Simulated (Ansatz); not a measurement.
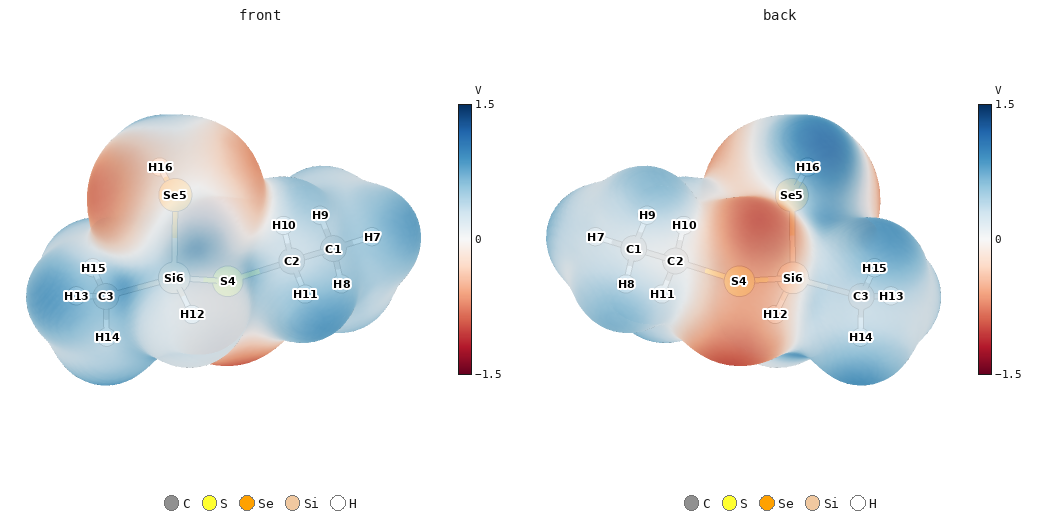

The picture shows: C3H10SSeSi. The molecular electrostatic potential painted on the density surface at 0.002 e/bohr³, seen from the front and from behind; the colour scale runs from red (negative) to blue (positive).

Geometry: PBE-D3(BJ)/def2-SVP.

Level of theory: Ansatz, isolated molecule in a Gaussian basis; Kohn-Sham density functional theory, functional PBE0.

```yaml
atoms:
  - { symbol: C, position_ang: [3.1671, 1.3130, 3.1467] }
  - { symbol: C, position_ang: [2.0099, 0.3582, 2.8800] }
  - { symbol: C, position_ang: [-1.5810, -0.0426, -0.1622] }
  - { symbol: S, position_ang: [1.1954, 0.7847, 1.2716] }
  - { symbol: Se, position_ang: [-1.8081, 0.0658, 3.3309] }
  - { symbol: Si, position_ang: [-0.6032, -0.3888, 1.4080] }
  - { symbol: H, position_ang: [3.6599, 1.0544, 4.1064] }
  - { symbol: H, position_ang: [3.9320, 1.2596, 2.3459] }
  - { symbol: H, position_ang: [2.8142, 2.3618, 3.2124] }
  - { symbol: H, position_ang: [1.2399, 0.4218, 3.6770] }
  - { symbol: H, position_ang: [2.3604, -0.6928, 2.8255] }
  - { symbol: H, position_ang: [-0.3062, -1.8564, 1.5735] }
  - { symbol: H, position_ang: [-2.5225, -0.6267, -0.1581] }
  - { symbol: H, position_ang: [-0.9882, -0.3223, -1.0569] }
  - { symbol: H, position_ang: [-1.8355, 1.0337, -0.2322] }
  - { symbol: H, position_ang: [-1.9233, 1.5062, 2.9833] }
```

Q: Describe the electrostatic potential map.

A: The most negative region (about −0.9 V) lies over S4, the most positive (about +1.0 V) over H16.
